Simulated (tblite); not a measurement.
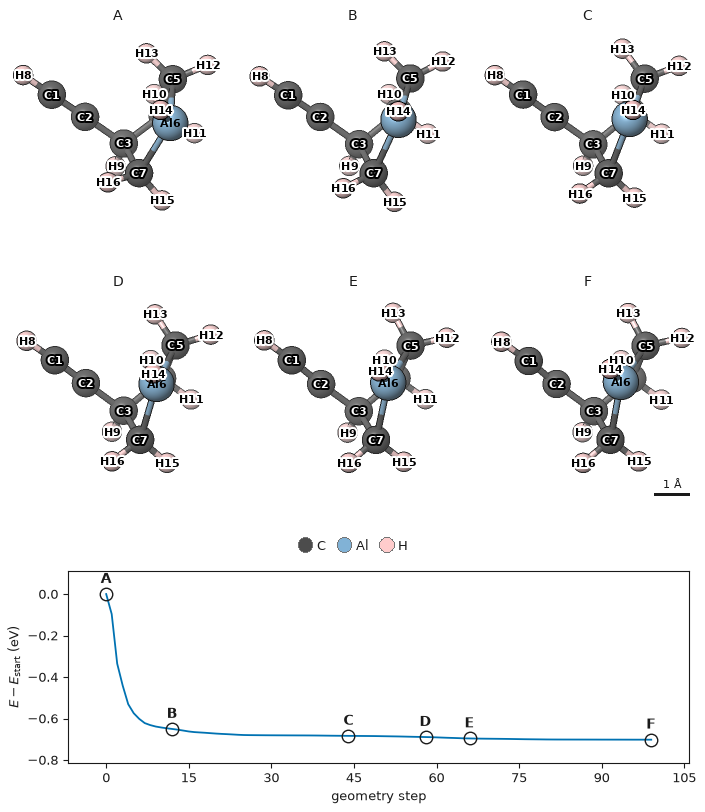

Frames of a relaxation of C$_{6}$H$_{9}$Al, marked on the history of the run. A ball-and-stick model, seen from a free direction.

All numbers below come from tblite 0.8.0, GFN2-xTB geometry optimisation, gas phase. 

Question: Describe the path.

Answer: The energy falls by 0.702 eV in 99 geometry steps. The atom that moves furthest after the best rigid fit is an H atom (0.64 Å). Largest moves by element: H 0.64 Å, Al 0.61 Å, C 0.34 Å. Near-neighbour distances that change, for instance: Al–C 3.855 → 3.008 Å, Al–C 3.084 → 2.557 Å, Al–H 1.611 → 1.536 Å, C–C 1.479 → 1.546 Å. Among the angles between lasting bonds that change: Al–C–H 107.5° → 119.8°, H–C–H 117.6° → 106.2°, Al–C–H 111.0° → 120.9°. Cost: 1 s on 1 thread of Arm Neoverse N1, on a shared host. From step 0 to 12: the Al atom moves most (0.22 Å), energy −0.650 eV. From step 12 to 44: an H atom moves most (0.19 Å), energy −0.033 eV. From step 44 to 58: an H atom moves most (0.29 Å), energy −0.006 eV. From step 58 to 66: an H atom moves most (0.26 Å), energy −0.007 eV. From step 66 to 99: an H atom moves most (0.16 Å), energy −0.006 eV.
